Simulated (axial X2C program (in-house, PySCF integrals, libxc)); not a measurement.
# CrMg: from the state search to constants

What are the state, bond length, wavenumber and bond energy of CrMg, and what does spin–orbit coupling change?

Method: all-electron X2C, Cr dyall-cv3z, Mg dyall-cv3z; program: an in-house X2C program for linear molecules on PySCF integrals.

All values are calculated.

### Step 1. Input

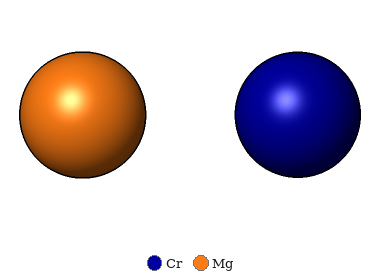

The two atoms at 2.610 Å (chromium blue, magnesium orange).

task.json reads:

```json
{
 "zs": [
  24,
  12
 ],
 "q": 0,
 "bas": [
  "dyall-cv3z",
  "dyall-cv3z"
 ],
 "levels": [
  "PBE0",
  "HF",
  "BP86"
 ],
 "cc": true,
 "r0": 2.61,
 "thr": -2.0,
 "nmax": 90,
 "npts": 10,
 "nst": 2,
 "ntry": 6
}
```

Keys: zs atomic numbers; q charge; bas basis sets; levels methods (HF also brings MP2); cc coupled cluster on or off; r0 starting distance in Å; thr threshold in hartree for freezing inner shells (an s shell follows its p shell); nmax most natural virtual spinors; npts points asked for on the curve; nst determinants followed; ntry starts of the search.

Launch:

```console
$ python so2c.py task.json out
```

Spin-free means the one-electron spin-free X2C Hamiltonian; two-component (2c) means X2C with spin–orbit coupling and atomic mean-field two-electron Coulomb and Gaunt terms. Basis: Cr dyall-cv3z contracted to [9s10p6d3f2g], Mg dyall-cv3z contracted to [9s8p6d3f]; Gaussian nuclei, density fitting. Masses: Cr 51.941 u, Mg 23.985 u.

Notation: σ, π±, δ± give the projection m of an orbital's angular momentum (0, ±1, ±2), α and β its spin, Λ and M_S the sums; ω is the projection of a spinor's total angular momentum and Ω the sum. Logs are in hartree.

The results follow Hamiltonian by Hamiltonian and level by level.

### Step 2. Which state to follow

PBE0 moves the distance from 2.610 Å to 2.930 Å and compares determinants there.

Spin-free determinants:

```
ΔE (eV)           state                                        open shells
   0.00  M_S = 3, Λ = 0   beyond closed shells: 2 × σα, π+α, π-α, δ+α, δ-α
   0.74  M_S = 2, Λ = 0           beyond closed shells: π+α, π-α, δ+α, δ-α
   1.78  M_S = 2, Λ = 1  beyond closed shells: σα, π+α, π+β, π-α, δ+α, δ-α
   1.79  M_S = 3, Λ = 1   beyond closed shells: σα, 2 × π+α, π-α, δ+α, δ-α
   2.03  M_S = 2, Λ = 1            beyond closed shells: σα, π+α, δ+α, δ-α
   2.14  M_S = 2, Λ = 2            beyond closed shells: σα, π+α, π-α, δ+α
   2.98  M_S = 3, Λ = 2    beyond closed shells: 2 × σα, 2 × π+α, δ+α, δ-α
```

Two-component determinants:

```tsv
ΔE (eV)	state	open shells
0.00	Ω = 3	excess of +ω over −ω: ω = 1/2, ω = 5/2
0.74	Ω = 2	excess of +ω over −ω: ω = -1/2, ω = 5/2
1.78	Ω = 1	excess of +ω over −ω: ω = -3/2, ω = 5/2
1.79	Ω = 4	excess of +ω over −ω: ω = 3/2, ω = 5/2
2.02	Ω = 1	excess of +ω over −ω: ω = -3/2, ω = 5/2
2.17	Ω = 4	excess of +ω over −ω: ω = 3/2, ω = 5/2
2.69	Ω = 2	excess of +ω over −ω: ω = 1/2, ω = 3/2
```

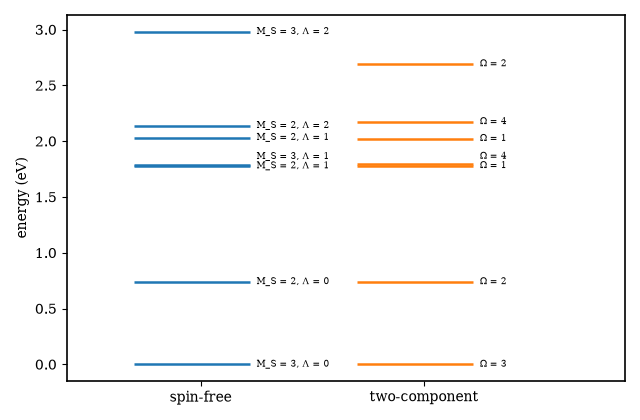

The determinants found, each set from its own lowest.

### Step 3. PBE0, spin-free

State followed: M_S = 3, Λ = 0 (beyond closed shells: 2 × σα, π+α, π-α, δ+α, δ-α). The scan is laid around 2.930 Å, a first estimate of the minimum, and this SCF restarts from the orbitals of the search.

The SCF at the reference distance of 2.930 Å:

```text
spin-free X2C-1e  PBE0
basis functions 192  fitting functions 917  grid points 5085
iter        total energy     max residual
   1      -1250.892022004     1.73e-05
   2      -1250.892022037     1.04e-05
   3      -1250.892022047     6.61e-06
   4      -1250.892022053     9.52e-06
   5      -1250.892022056     7.33e-07
   6      -1250.892022056     3.25e-07
converged
one-electron -1831.03463191  Coulomb 593.55249868  exact exchange -16.02540100  xc functional -49.39917614  nuclear repulsion 52.01468831
```

Along the bond, energies from the lowest point:

```
R (Å)  E (eV)  μ (D)  HOMO (eV)  LUMO (eV)  iterations
2.549  0.1628  -0.42      -4.18      -1.49          12
2.666  0.0655  -0.38      -4.22      -1.52          11
2.754  0.0249  -0.34      -4.26      -1.54          11
2.842  0.0048  -0.30      -4.29      -1.56          10
2.930  0.0000  -0.25      -4.32      -1.58           6
3.033  0.0081  -0.20      -4.36      -1.60          11
3.135  0.0264  -0.16      -4.39      -1.62          11
3.267  0.0583  -0.11      -4.44      -1.63          11
3.428  0.1032  -0.07      -4.49      -1.64          12
3.663  0.1674  -0.03      -4.57      -1.63          12
```

Dipoles are positive if Mg is the positive end.

Outer orbitals at the reference distance:

```csv
symmetry,occupied,ε (eV),atomic character
σα,yes,-6.60,"48% Mg s, 27% Cr s, 16% Cr d"
σβ,yes,-5.75,"67% Mg s, 16% Cr s, 12% Cr p"
π+α,yes,-5.46,98% Cr d
π-α,yes,-5.46,98% Cr d
δ+α,yes,-5.45,100% Cr d
δ-α,yes,-5.45,100% Cr d
σα,yes,-5.36,"81% Cr d, 13% Cr s, 4% Mg s"
σα,yes,-4.32,"31% Cr s, 30% Mg p, 22% Mg s"
σβ,no,-1.58,"51% Mg p, 34% Cr s, 8% Mg s"
π+α,no,-1.31,"52% Mg p, 46% Cr p"
π-α,no,-1.31,"52% Mg p, 46% Cr p"
σα,no,-1.17,"48% Cr p, 38% Mg p, 9% Cr s"
```

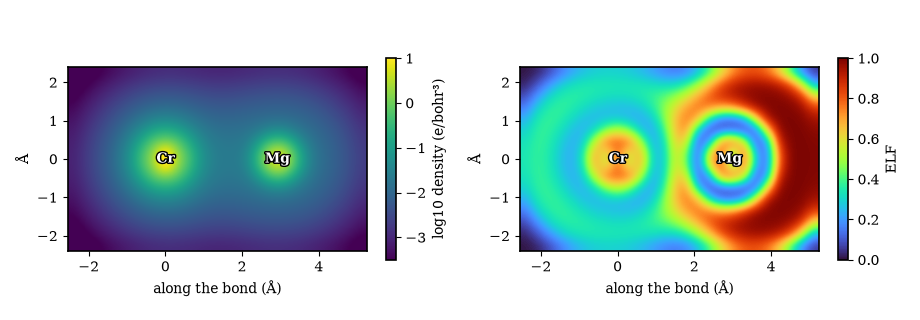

PBE0 fields in a plane through the axis, from a grid of 0.3 Å; Cr lies at z = 0 and Mg at z = 2.930 Å; the ELF is damped to zero where the density is low.

Re = 2.919 Å, ωe = 156.9 cm⁻¹, ωexe = 1.74 cm⁻¹, Be = 0.1205 cm⁻¹, De = 0.374 eV, μ = -0.26 D.

### Step 4. HF, spin-free

Output at 2.930 Å:

```text
spin-free X2C-1e  HF
basis functions 192  fitting functions 917  grid points 5085
iter        total energy     max residual
   1      -1249.569048906     1.10e-01
   2      -1249.589364578     6.43e-03
   3      -1249.590924105     5.74e-03
   4      -1249.591240096     1.59e-03
   5      -1249.591396384     6.33e-04
   6      -1249.591444668     4.98e-04
   7      -1249.591469598     3.85e-04
   8      -1249.591498259     1.74e-04
   9      -1249.591506387     5.49e-05
  10      -1249.591507120     2.14e-05
  11      -1249.591507183     9.43e-06
  12      -1249.591507191     4.72e-06
  13      -1249.591507194     2.20e-06
  14      -1249.591507194     6.01e-07
converged
one-electron -1831.58929928  Coulomb 594.22415474  exact exchange -64.24105096  xc functional 0.00000000  nuclear repulsion 52.01468831
```

No constants are quoted: the lowest point is the long end of the scan.

### Step 5. BP86, spin-free

The SCF at the reference distance of 2.930 Å:

```text
spin-free X2C-1e  BP86
basis functions 192  fitting functions 917  grid points 5085
iter        total energy     max residual
   1      -1251.388142755     3.49e-02
   2      -1251.387005109     3.62e-02
   3      -1251.361186747     8.78e-02
   4      -1251.392180109     8.47e-03
   5      -1251.392454270     1.25e-03
   6      -1251.392474053     5.40e-04
   7      -1251.392478217     5.76e-05
   8      -1251.392478348     1.95e-05
   9      -1251.392477959     6.74e-06
  10      -1251.392478365     1.28e-06
  11      -1251.392477963     5.52e-07
  12      -1251.392478365     8.08e-08
  13      -1251.392477963     3.57e-08
  14      -1251.392477963     3.75e-08
converged
one-electron -1830.54736328  Coulomb 593.01935087  exact exchange 0.00000000  xc functional -65.87915385  nuclear repulsion 52.01468831
```

Re = 2.858 Å, ωe = 172.8 cm⁻¹, ωexe = 1.71 cm⁻¹, Be = 0.1258 cm⁻¹, De = 0.475 eV, μ = 0.03 D.

### Step 6. Correlated methods, spin-free

Correlated methods: 8 electrons correlated (frozen shells, counted by type: Cr 3 s, 2 p; Mg 2 s, 1 p), 308 virtual spinors in MP2, 90 natural virtuals in coupled cluster.

Output of the correlated part at 2.930 Å:

```text
correlated 8  virtual 308  natural virtual 90  E(MP2) -0.129472163  MP2 remainder -0.003497001
iter   CCSD correlation   residual
   1     -0.135736874   1.29e-01
   2     -0.142032768   6.48e-02
   3     -0.143261053   2.76e-02
   4     -0.143584575   1.38e-02
   5     -0.143773047   6.30e-03
   6     -0.143817793   3.30e-03
   7     -0.143820998   1.62e-03
   8     -0.143837994   7.91e-04
   9     -0.143838749   4.01e-04
  10     -0.143839878   1.85e-04
  11     -0.143837930   8.25e-05
  12     -0.143837213   3.93e-05
  13     -0.143836885   2.19e-05
  14     -0.143836752   1.29e-05
  15     -0.143836744   7.28e-06
(T) -0.005173488  T1 0.0468  D1 0.0926  max T2 0.102
```

T1 in the output is the amplitude norm over the root of the electron number; divide by √2 for the Lee–Taylor value.

MP2: Re = 3.004 Å, ωe = 125.9 cm⁻¹, Be = 0.1138 cm⁻¹, De = 0.157 eV.

CCSD: Re = 2.995 Å, ωe = 130.5 cm⁻¹, ωexe = 2.37 cm⁻¹, Be = 0.1145 cm⁻¹, De = 0.218 eV. T1 at Re = 0.033 (Lee–Taylor, the printed value over √2).

CCSD(T): Re = 2.930 Å, ωe = 146.6 cm⁻¹, ωexe = 2.18 cm⁻¹, Be = 0.1197 cm⁻¹, De = 0.285 eV. T1 at Re = 0.033 (Lee–Taylor, the printed value over √2).

### Step 7. A higher determinant, spin-free

State: M_S = 2, Λ = 0 (beyond closed shells: π+α, π-α, δ+α, δ-α).

Output at the reference distance:

```text
spin-free X2C-1e  PBE0
basis functions 192  fitting functions 917  grid points 5085
iter        total energy     max residual
   1      -1250.864828957     3.11e-05
   2      -1250.864828959     6.96e-05
   3      -1250.864828983     7.91e-06
   4      -1250.864828992     8.98e-06
   5      -1250.864828998     2.92e-06
   6      -1250.864828999     1.80e-06
converged
one-electron -1830.84802071  Coulomb 593.35612955  exact exchange -16.01534045  xc functional -49.37228569  nuclear repulsion 52.01468831
```

```csv
R (Å),E above the lowest PBE0 point (eV)
2.549,0.786
2.666,0.724
2.754,0.711
2.842,0.717
2.930,0.740
3.033,0.780
3.135,0.832
3.267,0.906
3.428,1.001
```

Re = 2.765 Å, ωe = 207.6 cm⁻¹, Be = 0.1344 cm⁻¹, μ = 0.20 D. ⟨S²⟩ = 7.00 against 6.00 for a pure state, so this determinant mixes spins. Te = 0.71 eV.

### Step 8. The spin-free curves together

Energy (eV) of the followed determinant, spin-free, from each level's lowest point:

| R (Å) | PBE0 | HF | MP2 | CCSD | CCSD(T) | BP86 |
| --- | --- | --- | --- | --- | --- | --- |
| 2.549 | 0.163 | 0.483 | 0.195 | n/a | n/a | 0.126 |
| 2.666 | 0.066 | 0.318 | 0.090 | 0.088 | 0.065 | 0.042 |
| 2.754 | 0.025 | 0.228 | 0.043 | 0.041 | 0.025 | 0.011 |
| 2.842 | 0.005 | 0.161 | 0.016 | 0.014 | 0.006 | 0.000 |
| 2.930 | 0.000 | 0.111 | 0.003 | 0.002 | 0.000 | 0.004 |
| 3.033 | 0.008 | 0.069 | 0.000 | 0.000 | 0.006 | 0.022 |
| 3.135 | 0.026 | 0.042 | 0.006 | 0.008 | 0.021 | 0.049 |
| 3.267 | 0.058 | 0.020 | 0.022 | 0.025 | 0.046 | 0.091 |
| 3.428 | 0.103 | 0.006 | 0.044 | n/a | n/a | 0.147 |
| 3.663 | 0.167 | 0.000 | 0.074 | n/a | n/a | 0.225 |

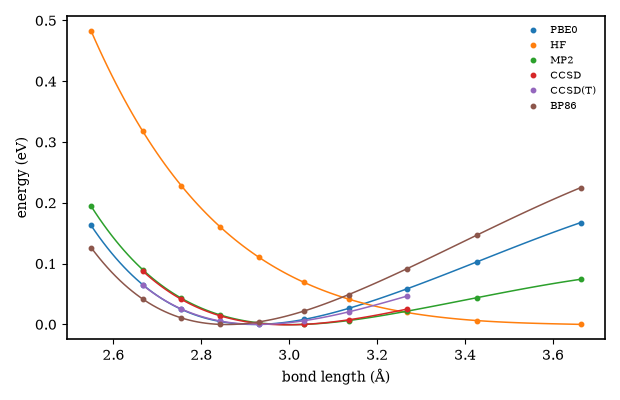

Curves of the followed state, spin-free, each from its own lowest point.

### Step 9. PBE0, 2c

State followed: Ω = 3 (excess of +ω over −ω: ω = 1/2, ω = 5/2). The scan is laid around 2.930 Å, a first estimate of the minimum, and this SCF restarts from the orbitals of the search.

The SCF at the reference distance of 2.930 Å:

```text
two-component X2C + atomic mean field  PBE0
basis functions 192  fitting functions 917  grid points 5085
iter        total energy     max residual
   1      -1250.617784940     6.02e-06
   2      -1250.617784940     5.17e-06
converged
one-electron -1830.35057899  Coulomb 593.40979801  exact exchange -16.02179000  xc functional -49.38792940  nuclear repulsion 52.01468831  atomic mean-field constant -0.28197286
```

Along the bond, energies from the lowest point:

```csv
R (Å),E (eV),μ (D),HOMO (eV),LUMO (eV),iterations
2.549,0.1634,-0.42,-4.18,-1.49,12
2.666,0.0659,-0.38,-4.22,-1.52,11
2.754,0.0251,-0.34,-4.26,-1.54,11
2.842,0.0050,-0.30,-4.29,-1.56,10
2.930,0.0000,-0.25,-4.32,-1.58,2
3.033,0.0079,-0.21,-4.36,-1.60,11
3.135,0.0261,-0.16,-4.39,-1.62,11
3.267,0.0579,-0.11,-4.44,-1.63,11
3.428,0.1027,-0.07,-4.49,-1.64,12
3.663,0.1667,-0.03,-4.57,-1.63,12
```

Dipoles are positive if Mg is the positive end.

Outer spinors at the reference distance:

| ω | occupied | ε (eV) | atomic character | λ mixture |
| --- | --- | --- | --- | --- |
| 1/2 | yes | -6.60 | 48% Mg s, 27% Cr s, 16% Cr d | 100% σ |
| -1/2 | yes | -5.75 | 67% Mg s, 16% Cr s, 12% Cr p | 100% σ |
| -3/2 | yes | -5.49 | 100% Cr d | 100% δ |
| -1/2 | yes | -5.48 | 98% Cr d | 100% π |
| 3/2 | yes | -5.45 | 98% Cr d | 100% π |
| 5/2 | yes | -5.43 | 100% Cr d | 100% δ |
| 1/2 | yes | -5.36 | 81% Cr d, 13% Cr s, 4% Mg s | 100% σ |
| 1/2 | yes | -4.32 | 31% Cr s, 30% Mg p, 22% Mg s | 100% σ |
| -1/2 | no | -1.58 | 51% Mg p, 34% Cr s, 8% Mg s | 100% σ |
| -1/2 | no | -1.32 | 52% Mg p, 46% Cr p | 100% π |
| 3/2 | no | -1.31 | 53% Mg p, 45% Cr p | 100% π |
| 1/2 | no | -1.17 | 48% Cr p, 38% Mg p, 9% Cr s | 100% σ |

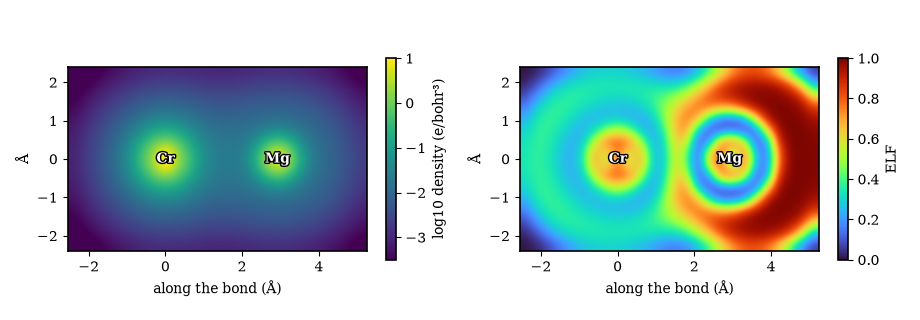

PBE0 fields in a plane through the axis, from a grid of 0.3 Å; Cr lies at z = 0 and Mg at z = 2.930 Å; the ELF is damped to zero where the density is low.

Re = 2.920 Å, ωe = 156.7 cm⁻¹, ωexe = 1.74 cm⁻¹, Be = 0.1205 cm⁻¹, De = 0.373 eV, μ = -0.26 D.

### Step 10. HF, 2c

The SCF at the reference distance of 2.930 Å:

```text
two-component X2C + atomic mean field  HF
basis functions 192  fitting functions 917  grid points 5085
iter        total energy     max residual
   1      -1249.295225545     1.11e-01
   2      -1249.315534806     6.44e-03
   3      -1249.317093512     5.78e-03
   4      -1249.317409261     1.61e-03
   5      -1249.317565486     6.33e-04
   6      -1249.317613756     4.98e-04
   7      -1249.317638703     3.84e-04
   8      -1249.317667322     1.73e-04
   9      -1249.317675390     5.48e-05
  10      -1249.317676119     2.15e-05
  11      -1249.317676183     9.46e-06
  12      -1249.317676192     4.70e-06
  13      -1249.317676195     2.13e-06
  14      -1249.317676196     1.07e-06
converged
one-electron -1830.90503233  Coulomb 594.08126543  exact exchange -64.22662474  xc functional 0.00000000  nuclear repulsion 52.01468831  atomic mean-field constant -0.28197286
```

No constants are quoted: the lowest point is the long end of the scan.

### Step 11. BP86, 2c

Output at 2.930 Å:

```text
two-component X2C + atomic mean field  BP86
basis functions 192  fitting functions 917  grid points 5085
iter        total energy     max residual
   1      -1251.113640063     3.49e-02
   2      -1251.112524830     3.61e-02
   3      -1251.086829187     8.76e-02
   4      -1251.117678552     8.45e-03
   5      -1251.117949858     1.26e-03
   6      -1251.117969893     5.37e-04
   7      -1251.117973620     5.73e-05
   8      -1251.117973751     1.94e-05
   9      -1251.117973764     6.73e-06
  10      -1251.117973767     1.30e-06
  11      -1251.117973767     5.23e-07
converged
one-electron -1829.86369404  Coulomb 592.87702759  exact exchange 0.00000000  xc functional -65.86402277  nuclear repulsion 52.01468831  atomic mean-field constant -0.28197286
```

Re = 2.859 Å, ωe = 172.7 cm⁻¹, ωexe = 1.73 cm⁻¹, Be = 0.1257 cm⁻¹, De = 0.474 eV, μ = 0.03 D.

### Step 12. MP2 and beyond, 2c

Correlated methods: 8 electrons correlated (frozen shells, counted by type: Cr 3 s, 2 p; Mg 2 s, 1 p), 308 virtual spinors in MP2, 90 natural virtuals in coupled cluster.

Output of the correlated part at 2.930 Å:

```text
correlated 8  virtual 308  natural virtual 90  E(MP2) -0.129413432  MP2 remainder -0.003496369
iter   CCSD correlation   residual
   1     -0.135683537   1.28e-01
   2     -0.141977420   6.48e-02
   3     -0.143201490   2.75e-02
   4     -0.143524656   1.38e-02
   5     -0.143712484   6.28e-03
   6     -0.143756951   3.29e-03
   7     -0.143760151   1.62e-03
   8     -0.143777079   7.88e-04
   9     -0.143777826   3.99e-04
  10     -0.143778943   1.84e-04
  11     -0.143777009   8.19e-05
  12     -0.143776293   3.91e-05
  13     -0.143775968   2.17e-05
  14     -0.143775834   1.28e-05
  15     -0.143775825   7.22e-06
(T) -0.005164284  T1 0.0468  D1 0.0925  max T2 0.102
```

MP2: Re = 3.006 Å, ωe = 125.6 cm⁻¹, Be = 0.1137 cm⁻¹, De = 0.156 eV.

CCSD: Re = 2.997 Å, ωe = 130.2 cm⁻¹, ωexe = 2.37 cm⁻¹, Be = 0.1144 cm⁻¹, De = 0.217 eV. T1 at Re = 0.033 (Lee–Taylor, the printed value over √2).

CCSD(T): Re = 2.931 Å, ωe = 146.2 cm⁻¹, ωexe = 2.18 cm⁻¹, Be = 0.1196 cm⁻¹, De = 0.284 eV. T1 at Re = 0.033 (Lee–Taylor, the printed value over √2).

### Step 13. A higher determinant, 2c

State: Ω = 2 (excess of +ω over −ω: ω = -1/2, ω = 5/2).

Output at the reference distance:

```text
two-component X2C + atomic mean field  PBE0
basis functions 192  fitting functions 917  grid points 5085
iter        total energy     max residual
   1      -1250.590596590     1.28e-05
   2      -1250.590596596     7.42e-06
   3      -1250.590596598     5.61e-06
converged
one-electron -1830.16569838  Coulomb 593.21527673  exact exchange -16.01176686  xc functional -49.36112352  nuclear repulsion 52.01468831  atomic mean-field constant -0.28197286
```

| R (Å) | E above the lowest PBE0 point (eV) |
| --- | --- |
| 2.549 | 0.787 |
| 2.666 | 0.725 |
| 2.754 | 0.711 |
| 2.842 | 0.717 |
| 2.930 | 0.740 |
| 3.033 | 0.780 |
| 3.135 | 0.831 |
| 3.267 | 0.905 |
| 3.428 | 1.000 |

Re = 2.766 Å, ωe = 207.4 cm⁻¹, Be = 0.1343 cm⁻¹, μ = 0.19 D. Te = 0.71 eV.

### Step 14. The 2c curves together

Energy (eV) of the followed determinant, 2c, from each level's lowest point:

```
R (Å)   PBE0     HF    MP2   CCSD  CCSD(T)   BP86
2.549  0.163  0.484  0.196    n/a      n/a  0.127
2.666  0.066  0.319  0.091  0.089    0.065  0.042
2.754  0.025  0.229  0.044  0.042    0.026  0.011
2.842  0.005  0.161  0.016  0.015    0.006  0.000
2.930  0.000  0.111  0.003  0.002    0.000  0.004
3.033  0.008  0.070  0.000  0.000    0.006  0.022
3.135  0.026  0.042  0.006  0.007    0.020  0.049
3.267  0.058  0.020  0.021  0.025    0.046  0.091
3.428  0.103  0.006  0.044    n/a      n/a  0.147
3.663  0.167  0.000  0.074    n/a      n/a  0.224
```

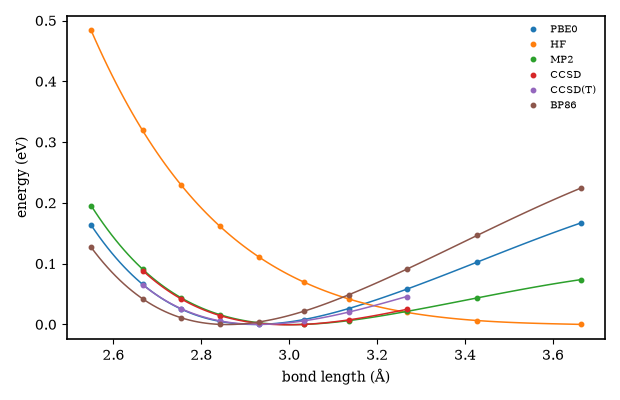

Curves of the followed state, 2c, each from its own lowest point.

The whole job took 3.3 min on 1 thread, shared host.

### Step 15. Results

Lowest determinant that the search found at its distance, spin-free: M_S = 3, Λ = 0 (beyond closed shells: 2 × σα, π+α, π-α, δ+α, δ-α).

Lowest determinant that the search found at its distance, 2c: Ω = 3 (excess of +ω over −ω: ω = 1/2, ω = 5/2).

```tsv
Hamiltonian	level	Re (Å)	ωe (cm⁻¹)	De (eV)	μ (D)
spin-free	PBE0	2.919	156.9	0.374	-0.26
spin-free	MP2	3.004	125.9	0.157	n/a
spin-free	CCSD	2.995	130.5	0.218	n/a
spin-free	CCSD(T)	2.930	146.6	0.285	n/a
spin-free	BP86	2.858	172.8	0.475	0.03
2c	PBE0	2.920	156.7	0.373	-0.26
2c	MP2	3.006	125.6	0.156	n/a
2c	CCSD	2.997	130.2	0.217	n/a
2c	CCSD(T)	2.931	146.2	0.284	n/a
2c	BP86	2.859	172.7	0.474	0.03
```

Dipoles are positive if Mg is the positive end. No constants: spin-free HF (the lowest point is the long end of the scan); 2c HF (the lowest point is the long end of the scan).

Time per point (s) on 1 thread, shared host (2c runs; CCSD comes with the CCSD(T) run); the times are rough: PBE0 0.8, MP2 0.92, CCSD(T) 4.9, BP86 0.46.

At CCSD(T), going from spin-free to two-component changes Re by +2 mÅ, ωe by -0.2 %; the spin-free picture holds up (part of it comes from the scalar share of the two-electron terms). De moves by 0.00 eV; both De rest on single-determinant atoms, which can miss part of an open shell's spin–orbit lowering.

De refers to Cr + Mg, each in the lowest determinant found, which need not be this curve's own limit. The state is a single determinant with fixed occupations, the lowest that a limited PBE0 search found. De is counted from the lowest determinant-based energies of the atoms at the same level, without counterpoise correction. Density functionals use the spin component along the axis (collinear). Coupled cluster ran in a truncated set of natural virtual spinors; the MP2 energy of the rest was added. With several unpaired electrons one determinant need not be a pure state. T1 at Re is 0.033 (Lee–Taylor), above the customary mark of 0.02.
